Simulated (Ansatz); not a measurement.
# Does disorder add resistance in series? V(100) layers displaced at 300 K

Two lengths of the disordered region are known. What area resistance does the third give?

How it was computed: Ansatz 0.2.0, plane waves with PAW datasets at their recommended cutoffs (420 eV for most), Fermi-Dirac smearing; ballistic transmission by layer matching. The area resistance is RA = A (h/2e²)(1/T − 1/N), with T the zone-mean transmission per spin and N the lead's channels, both averaged over a few energies near the Fermi level; for magnets each spin is taken apart, with h/e², and the two conduct in parallel. Lateral cell 2x2, PBE, a fresh random draw for each length. Atoms are displaced independently, by 0.0787 Å r.m.s. per direction; each RA is scaled by the nominal over the drawn mean square displacement.

Results; the value marked ? is to be predicted:

| length (Å) | channels N | RA (fΩ m²) |
| --- | --- | --- |
| 6.05 | 9.984 | 0.199 |
| 12.1 | 9.901 | 0.402 |
| 18.2 | 9.901 | ? |

**Fit on the rows shown.**

Ohm's law makes RA linear in the length: the slope is (0.402 − 0.199)/(12.1 − 6.05) = 0.0336 fΩ m² per Å, or 34 µΩ cm. Then 0.402 + 0.0336 × 6.05. Predicted: 0.605 fΩ m².

What the run gave:

0.619 fΩ m², so the prediction is 2.2 % too low. The three lengths together give 35 µΩ cm. The two increments are 0.20 and 0.22 fΩ m², roughly as Ohm's law has it, though with one draw for each length that is a weak test.

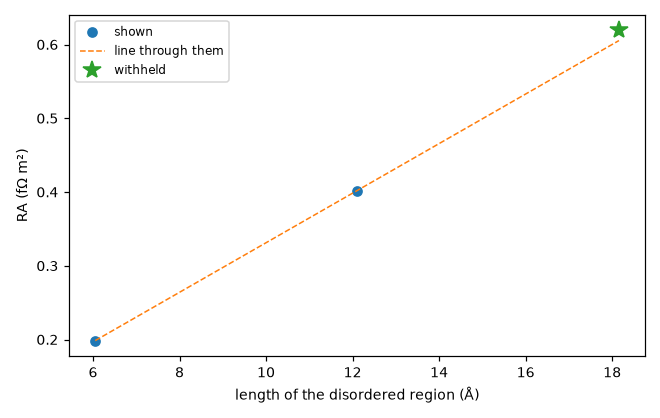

Area resistance against length.

**Limits.** The scatterers repeat sideways with the small cell. The slope is a raw one; a model of isotropic scattering puts it 1.02 times the bulk value over these lengths.
